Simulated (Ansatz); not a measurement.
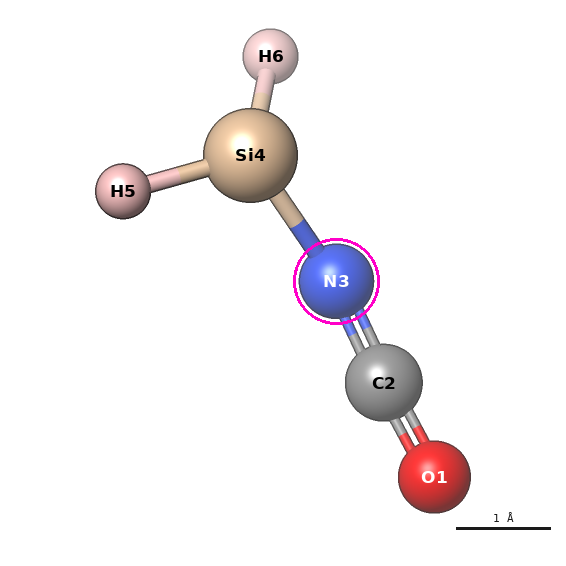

The picture comes from a calculation with Ansatz.

Orthographic view. Atoms fade into the background with distance from the viewer. The species is neutral and a spin doublet. Geometry: atoms displaced at random (about 0.03 Å) from a stationary point of GFN2-xTB.

Which atoms are bonded to the circled atom?

Answer. The circled atom is N3; it is bonded to C2, Si4.

Which atom is farthest from the viewer?

Answer. H6, 0.7 Å behind the mean position.

Which two atoms are farthest apart in space?

Answer. O1 and H6, 4.87 Å.
